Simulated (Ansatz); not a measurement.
Phonon calculation, with input and output: SnH₂Cl₂O

System: SnH₂Cl₂O.
Method: RHF/def2-SVP (Ansatz 0.2.0).

It belongs to a series of runs on one base structure; here: vibrations at the highest image of the band. Figures and captions count atoms from 1; the log counts them from 0 in places.

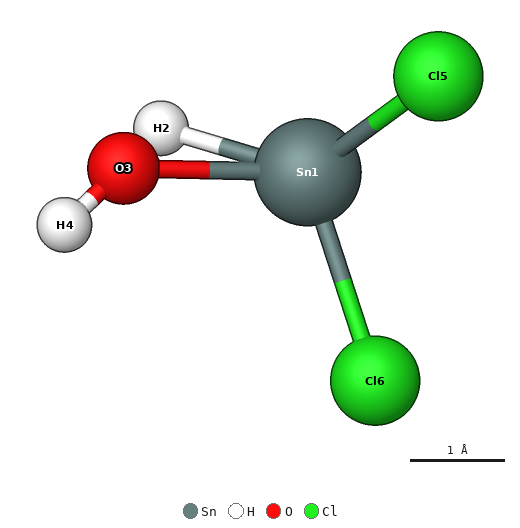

**Figure 1.** The input geometry (ball-and-stick view, seen at a tilt; atoms are numbered from 1 in the order of the input). Sticks mark near contacts. Bond lengths as drawn: Cl–Sn 2.35 Å, H–O 0.95 Å, H–Sn 1.78 Å and O–Sn 2.08 Å.

Input:
```yaml
crystal:
  periodic: [false, false, false]
  atoms:
    - { symbol: Sn, position_ang: [-0.231317, 0.024342, 0.408921] }
    - { symbol: H, position_ang: [0.955371, -0.094593, 1.734991] }
    - { symbol: O, position_ang: [1.842653, -0.115388, 0.54738] }
    - { symbol: H, position_ang: [2.536045, -0.679713, 0.220364] }
    - { symbol: Cl, position_ang: [-0.828106, 1.783774, -1.023034] }
    - { symbol: Cl, position_ang: [-1.004844, -1.870522, -0.748422] }
basis:
  gaussian: { orbitals: def2-SVP }
hamiltonian:
  xc: hf
phonons: {}
```

Hardware: 1 thread of Arm Neoverse V2, 24 GiB of memory available, shared host.

Launch command:
```bash
ansatz run input.yaml --threads 1 --pin off --max-ram 2048MiB --backend cpu --events-out ev --progress --plain --runs-dir out
```

The program's output:
```
Engine: ansatz 0.2.0, aarch64-unknown-linux-gnu
Functional definition: HF
  exchange = exact_x
  correlation = 0
958 factors; integrals over basis functions are off by at most 3.3e-4 eV
mean field evaluation 1: about -32868.6969 eV, gradient 3.7e1 eV
mean field evaluation 2: about -32868.7029 eV, gradient 3.7e1 eV
mean field evaluation 4: about -32871.8260 eV, gradient 3.1e0 eV
mean field evaluation 8: about -32871.8638 eV, gradient 1.7e-3 eV
mean field -32871.86376981 eV, -1208.0187121908 hartree, gradient 1.1e-5 eV, S^2 0.000000; 0 other end points of the search recorded, 0 dependent functions left out
the calculation of the forces begins
reference -32871.86376981 eV, -1208.0187121908 hartree; 33, 33 occupied and 53, 53 virtual orbitals, 958 factors
these checks for a lower state are left out or cut short: stability, starts, cluster_reference, orbital_swaps, neighbouring_geometries, increment
958 factors; integrals over basis functions are off by at most 3.3e-4 eV
mean field evaluation 16: about -32871.8637 eV, gradient 1.3e-6 eV
mean field -32871.86373693 eV, -1208.0187109828 hartree, gradient 1.3e-6 eV, S^2 0.000000; 0 other end points of the search recorded, 0 dependent functions left out
[... from here on the field's lines of each further geometry are left out, up to the last ...]
the calculation of the forces begins
reference -32871.86375250 eV, -1208.0187115549 hartree; 33, 33 occupied and 53, 53 virtual orbitals, 958 factors
these checks for a lower state are left out or cut short: stability, starts, cluster_reference, orbital_swaps, neighbouring_geometries, increment
958 factors; integrals over basis functions are off by at most 3.3e-4 eV
mean field evaluation 224: about -32871.8558 eV, gradient 1.2e-1 eV
mean field -32871.86376051 eV, -1208.0187118494 hartree, gradient 1.9e-6 eV, S^2 0.000000; 0 other end points of the search recorded, 0 dependent functions left out
the calculation of the forces begins
reference -32871.86376051 eV, -1208.0187118494 hartree; 33, 33 occupied and 53, 53 virtual orbitals, 958 factors
WARN: phonons: modes at or below zero, which the zero-point energy, F, S and C_V leave out: 1, the lowest at -1830.39 cm⁻¹. A minimum has none, and a first-order saddle one
Total energy: -32871.86376981 eV, -1208.0187121908 hartree
Atom 0 at    -0.231317     0.024342     0.408921 Å, force     0.005689     0.004944     0.003250 eV/Å
Atom 1 at     0.955371    -0.094593     1.734991 Å, force     0.004043     0.002330    -0.003010 eV/Å
Atom 2 at     1.842653    -0.115388     0.547380 Å, force    -0.016253    -0.015266    -0.001296 eV/Å
Atom 3 at     2.536045    -0.679713     0.220364 Å, force     0.007697     0.009821     0.002838 eV/Å
Atom 4 at    -0.828106     1.783774    -1.023034 Å, force     0.000297    -0.000078    -0.000179 eV/Å
Atom 5 at    -1.004844    -1.870522    -0.748422 Å, force    -0.001473    -0.001751    -0.001603 eV/Å
Dipole moment:     0.203807    -0.157805     0.499404 e Å
Vibrations: -1830.39 115.86 126.19 153.02 314.18 383.18 390.90 493.52 554.29 842.26 1818.37 4087.44 cm⁻¹, zero-point energy 0.575236 eV
```

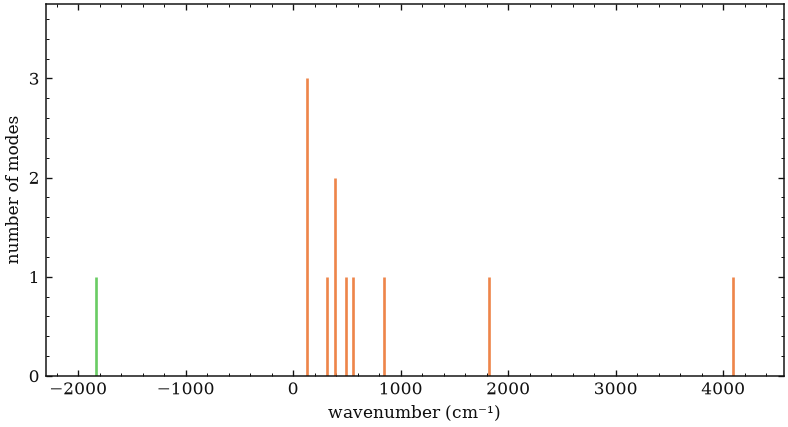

**Figure 2.** Harmonic vibrational wavenumbers from the force constants; neighbouring modes closer than 27 cm⁻¹ are counted in one stick, and imaginary ones are drawn at negative wavenumbers. 12 modes from 1830i to 4087 cm⁻¹, 1 imaginary beyond 8i (1830i cm⁻¹): a first-order saddle point, if the geometry is stationary.

Summary:

| quantity | value |
| --- | --- |
| outcome | converged |
| total energy | −32871.8638 eV |
| mean-field energy | −32871.8638 eV |
| largest force (length of the vector) | 0.022 eV/Å |
| wall time | 49 s |
| peak memory | 0.18 GiB |
